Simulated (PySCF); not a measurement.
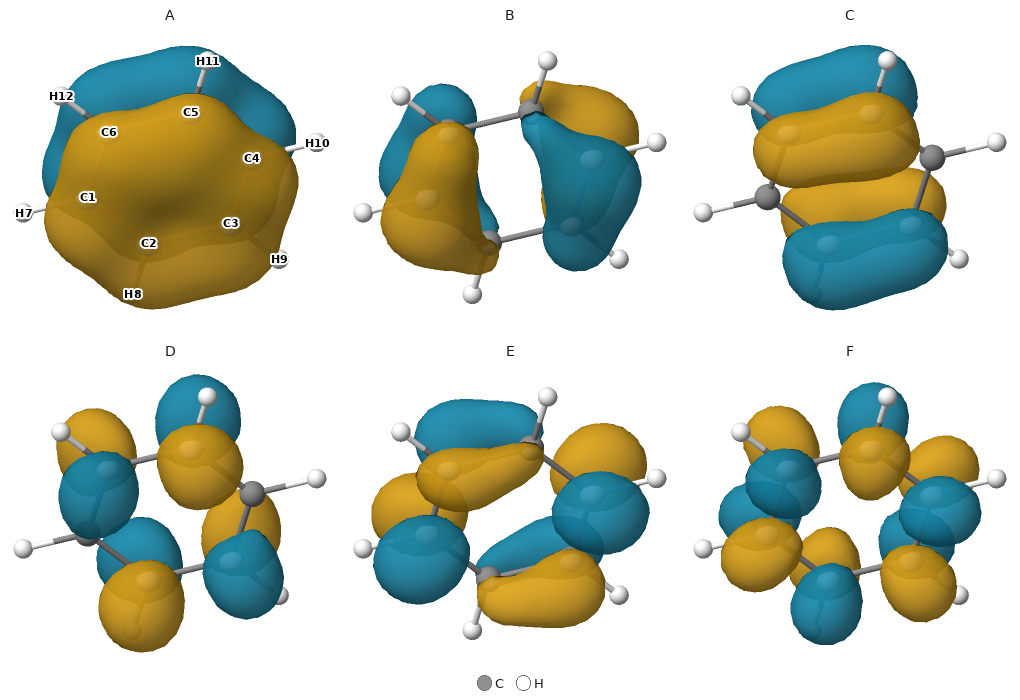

C₆H₆, SMILES `c1ccccc1`. Natural orbitals of the π active space, CASSCF(6,6), triplet state at the geometry of the singlet, in order of falling occupation.

Method: 6-311G** basis; geometry: GFN2-xTB; program: PySCF. No frequency check shows the geometry to be a minimum.

Input script:

```python
import numpy as np
from pyscf import gto, scf, dft, mcscf, mrpt
from pyscf.mcscf import avas

def solve(mol, dm0=None, hcore=None):
    mf = scf.ROHF(mol) if mol.spin else scf.RHF(mol)
    mf = mf.density_fit(auxbasis='def2-universal-jkfit')
    mf.conv_tol, mf.max_cycle = 1e-8, 80
    if hcore is not None:
        mf.get_hcore = lambda *args: hcore
    mf.kernel(dm0)
    if not mf.converged:
        mf = mf.newton().run(mf.mo_coeff, mf.mo_occ, max_cycle=30)
    assert mf.converged, 'SCF not converged'
    return mf

mol = gto.M(atom='''
C      1.33740     0.35839     0.00000
C      0.35832     1.33742     0.00000
C     -0.97909     0.97902     0.00000
C     -1.33741    -0.35840     0.00000
C     -0.35833    -1.33743     0.00000
C      0.97911    -0.97900     0.00000
H      2.38105     0.63806     0.00000
H      0.63794     2.38108     0.00000
H     -1.74312     1.74301     0.00000
H     -2.38106    -0.63807     0.00000
H     -0.63795    -2.38109     0.00000
H      1.74317    -1.74296     0.00000
''', basis='6-311g**', charge=0, spin=0, verbose=4)
mf = solve(mol)
ncas, nel, orbs = avas.avas(mf, ['C 2pz'], threshold=0.5, openshell_option=3)
print('active space', nel, ncas)
assert 2 <= ncas <= 10, 'active space too large or empty'
mc = mcscf.CASSCF(mf, ncas, nel)
mc.natorb, mc.max_cycle_macro = True, 60
mc.fix_spin_(ss=mol.spin / 2 * (mol.spin / 2 + 1))
mc.kernel(orbs)
occ = mc.mo_occ[mc.ncore:mc.ncore + ncas]
print('natural occupations', occ.round(4))
e2 = mrpt.NEVPT(mc).kernel()
out = dict(c=mc.mo_coeff[:, mc.ncore:mc.ncore + ncas], occ=occ, e=mc.e_tot, e2=e2, ehf=mf.e_tot, ok=mc.converged, nel=nel, w0=abs(mc.ci).max() ** 2, dm=mc.make_rdm1())
# the other spin state at the same geometry
other = mol.copy().set(spin=2).build()
mo = scf.ROHF(other).density_fit(auxbasis='def2-universal-jkfit').run()
na = (nel + other.spin) // 2
m2 = mcscf.CASSCF(mo, ncas, (na, nel - na))
m2.natorb = True
m2.fix_spin_(ss=other.spin / 2 * (other.spin / 2 + 1))
m2.kernel(mc.mo_coeff)
e2o = mrpt.NEVPT(m2).kernel()
print('other state above this one / eV: CASSCF', (m2.e_tot - mc.e_tot) * 27.211386, 'NEVPT2', (m2.e_tot + e2o - mc.e_tot - e2) * 27.211386)
np.savez('result.npz', eo=m2.e_tot, e2o=e2o, oko=m2.converged, occo=m2.mo_occ[mc.ncore:mc.ncore + ncas], co=m2.mo_coeff[:, mc.ncore:mc.ncore + ncas], **out)
```

Launched as:

```sh
OMP_NUM_THREADS=1 python input.py
```

The run took 54 s on 1 thread of Intel(R) Xeon(R) Platinum 8375C CPU @ 2.90GHz (Ice Lake), with other jobs on the host, peak memory 0.4 GiB.

> What are the natural occupation numbers?

A 1.91, B 1.47, C 1.46, D 0.54, E 0.53, F 0.09.

> Where does the lowest triplet lie relative to the singlet, at this geometry and within this active space?

4.47 eV above it by strongly contracted NEVPT2 (+3.98 eV by CASSCF); a small basis tends to put such gaps a few tenths of an eV too high. This is a vertical energy for π states alone; a state that uses lone pairs or σ orbitals may lie lower.
